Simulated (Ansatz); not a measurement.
The figure comes from a scan of NiO (rock salt): one Ni atom of a 2-atom cell moves by s along Cartesian z, with its periodic images. The numbers are results of r2SCAN (plane waves to 500 eV, PAW, scalar-relativistic; Ansatz, a program for electronic structure), not measurements. k mesh 11×11×11 (Γ-centred), Fermi-Dirac smearing 0.05 eV. Energies are smeared free energies. As the smearing reaches across the gap at some points, energies and forces of such displacements shift with the k mesh and the smearing. NiO is run spin-polarised and with no Hubbard U; the real compound is an antiferromagnetic insulator, a state that this run doesn't describe. NiO was relaxed with its symmetry unable to fall. Relaxed NiO ends ferromagnetic. The PAW data are Ansatz's earlier set. Other magnetic orders were not checked, so this need not be the ground state. The zero of ΔE is the undisplaced structure.

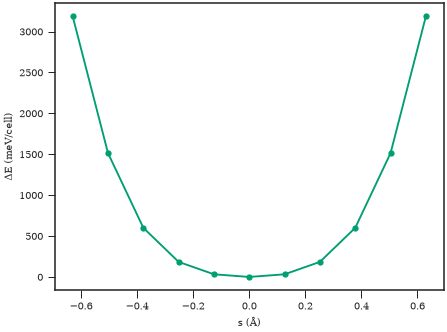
Fig. 1. ΔE (meV/cell) against s (Å); one marker a computed point.

Read the plotted values off the figure, to the accuracy that the plot allows.

To the nearest 50:

```csv
s (Å),ΔE (meV/cell)
-0.630,3200
-0.504,1500
-0.378,600
-0.252,200
-0.126,50
0.000,0
0.126,50
0.252,200
0.378,600
0.504,1500
0.630,3200
```

(A displaced cell: forces are minus the slopes of the energy, force constants its curvatures, and phonons follow from these.)
